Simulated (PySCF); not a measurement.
Molecule: SMILES CC[OH2+] (charge +1). Atoms near the plane z = 0.0 Å, at the CAM-B3LYP/def2-SVP optimised geometry (x, y, z in Å): C1 (0.3, 0.4, 0.0), H4 (0.0, -0.1, -0.9), H5 (-0.1, 1.4, 0.0), H6 (1.4, 0.4, 0.0).

Level of theory: PySCF with CAM-B3LYP/def2-TZVP. Cells within 0.4 Å of a nucleus heavier than hydrogen are left out (blank, or x). The values are rescaled to run from 0 to 1.

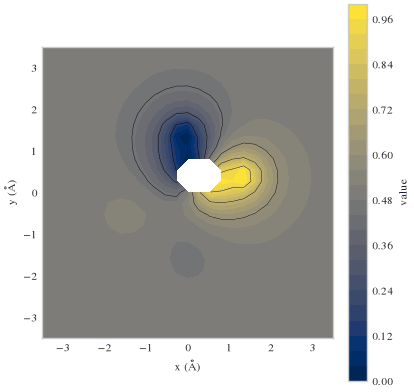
Figure: a field on the plane z = 0.0 Å.

**Question.** Which quantity is mapped?
A) Laplacian of the electron density
B) log10 of the electron density
C) deformation density (molecule minus spherical neutral atoms)
D) an orbital amplitude

**Answer.** D, an orbital amplitude. In full: HOMO amplitude (bohr^(-3/2)), clipped to [-0.25, 0.25].
